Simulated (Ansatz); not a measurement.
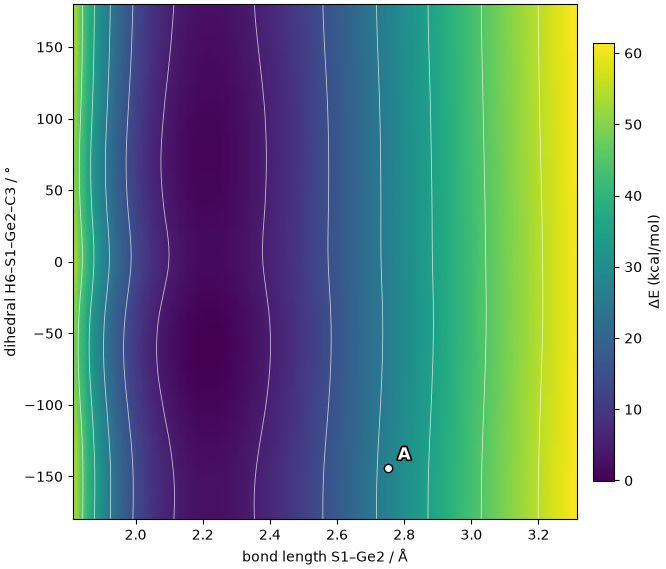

CH4Br2GeS, SMILES [SH][GeH2][CH](Br)Br. The first coordinate is: bond length S1–Ge2; the second: dihedral H6–S1–Ge2–C3. Nothing is relaxed (all other coordinates rigid). The grid has 9 × 10 points. Points are written as (first, second). Energies: kcal/mol, counted from the relaxed molecule at the same level. The reference is spin-restricted, which grows unreliable where a bond is stretched far. Level of theory: Ansatz 0.2.0, RKS PBE0-D4/def2-SVP.

Drawn: a smooth colour map with a few white contour lines, the point A. Between grid points the surface is interpolated.

Question: Is A at rest? If not, where is it pushed?

Answer: A, at (2.752 Å, −144°), is not a stationary point. The computed force is 65 kcal/mol for each Å towards smaller values of bond length S1–Ge2 and 0.01 kcal/mol for each degree towards larger values of dihedral H6–S1–Ge2–C3.
